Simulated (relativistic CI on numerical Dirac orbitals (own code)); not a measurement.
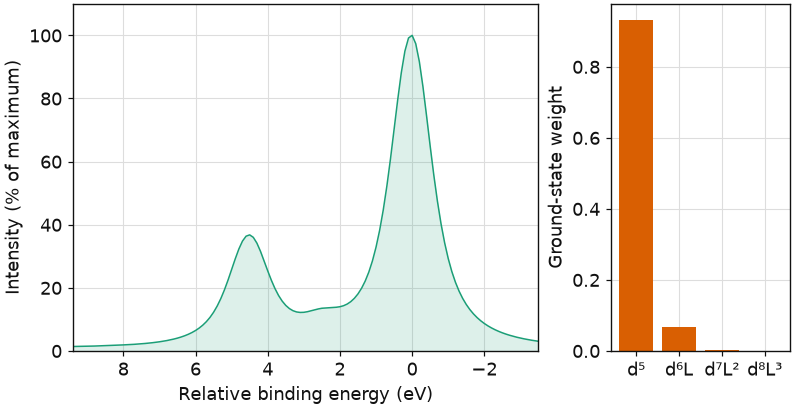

1s photoemission of nominal Mn²⁺ (d⁵) with Δ = 6.3, U_dd = 5, U_pd = 8.2, 10Dq = 0.65 (ligand 0.1), V(eg) = 1.55, V(t2g) = −0.67 eV, final-state hopping scaled by 1. Charge-transfer multiplet model of a cubic metal–ligand cluster, up to 3 ligand holes (L), atomic integrals computed for Dirac–Coulomb–Breit ions and scaled by 0.9, 300 K, Voigt broadening (Lorentzian 1.1 eV, Gaussian 0.6 eV). Energies are counted from the highest peak in the lower part of the range.

Describe the spectrum and the ground state.

Answer. The main maxima lie at 0.0 eV (100) and 4.5 eV (37), heights in % of the largest. The ground state is 93 % d⁵ and 7 % d⁶L, with 5.07 d electrons and S = 2.50.
